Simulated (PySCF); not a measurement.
C₅H₁₀GaN (SMILES CC#[C][GaH][N](C)C)

```xyz
17

C     4.0886   -0.1299    0.1336
C     2.6844   -0.4794    0.0918
C     1.5063   -0.7622    0.0570
Ga   -0.3711   -1.2657    0.0071
N    -1.6613    0.0288   -0.0260
C    -3.0722   -0.2942   -0.0686
C    -1.3875    1.4500   -0.0244
H     4.6991   -1.0298    0.0646
H     4.3162    0.3819    1.0685
H     4.3333    0.5288   -0.6995
H    -0.8904   -2.7267   -0.0053
H    -3.5458    0.0992   -0.9774
H    -3.1839   -1.3842   -0.0601
H    -3.6032    0.1196    0.7986
H    -0.3038    1.5974    0.0090
H    -1.7800    1.9349   -0.9280
H    -1.8356    1.9434    0.8480
```

Geometry: GFN2-xTB.

Theory: wB97X-D/def2-SVPD, SCF density, gas phase in PySCF.

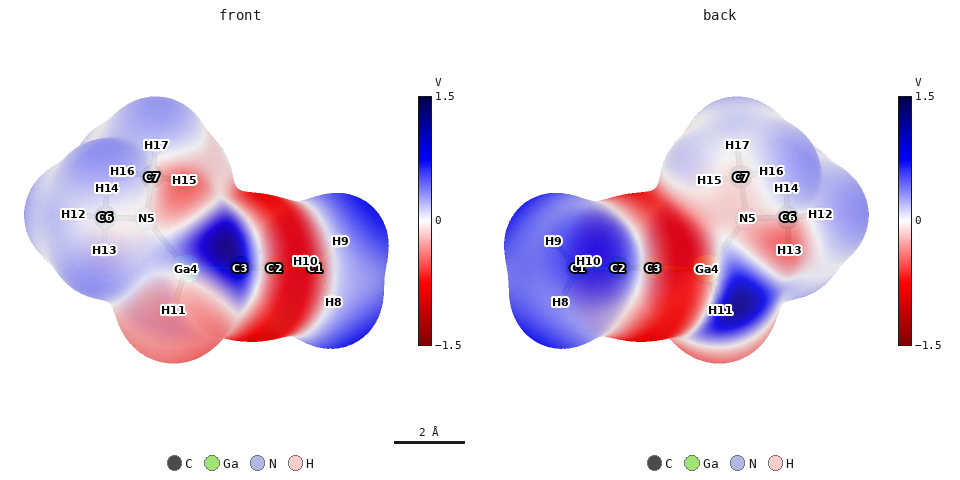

Figure 1. The electrostatic potential painted on the density surface at 0.001 e/bohr³, seen from the front and from behind; the colour scale runs from red (negative) to blue (positive).

Where is the surface potential most negative and most positive?

The most negative region (about −0.8 V) lies over C2 and C3, the most positive (about +1.1 V) over Ga4.

How polar is the molecule by this calculation?

Its dipole moment is 1.08 D.

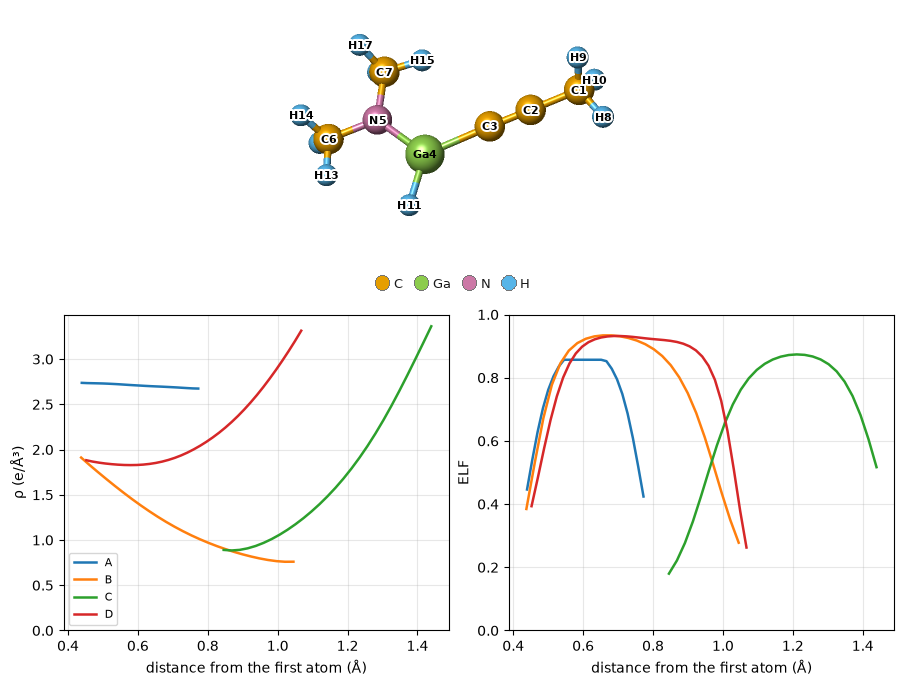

Figure 2. Total electron density and electron localisation function along straight lines between neighbouring atoms. The curves leave out the atomic cores. The structure is drawn too.

Which curve belongs to which contact (C–C, C–Ga, C–N and Ga–N)? The first atom named is at distance zero.

Curve A: C–C (1.21 Å): the density is about 2.7 e/Å³ at the midpoint; the ELF peaks at about 0.85 between the atoms (a multiple bond). Curve B: C–Ga (1.94 Å): the density is about 0.78 e/Å³ at the midpoint; the ELF peaks at about 0.95 in the valence shell of C, 0.7 Å from its nucleus, and is about 0.50 at the midpoint. Curve C: Ga–N (1.83 Å): ρ is about 0.91 e/Å³ halfway; the ELF peaks at about 0.85 in the valence shell of N, 0.6 Å from its nucleus, and is about 0.35 at the midpoint. Curve D: C–N (1.45 Å): ρ is about 1.9 e/Å³ halfway; the ELF peaks at about 0.95 between the atoms; localised, covalent bonding.
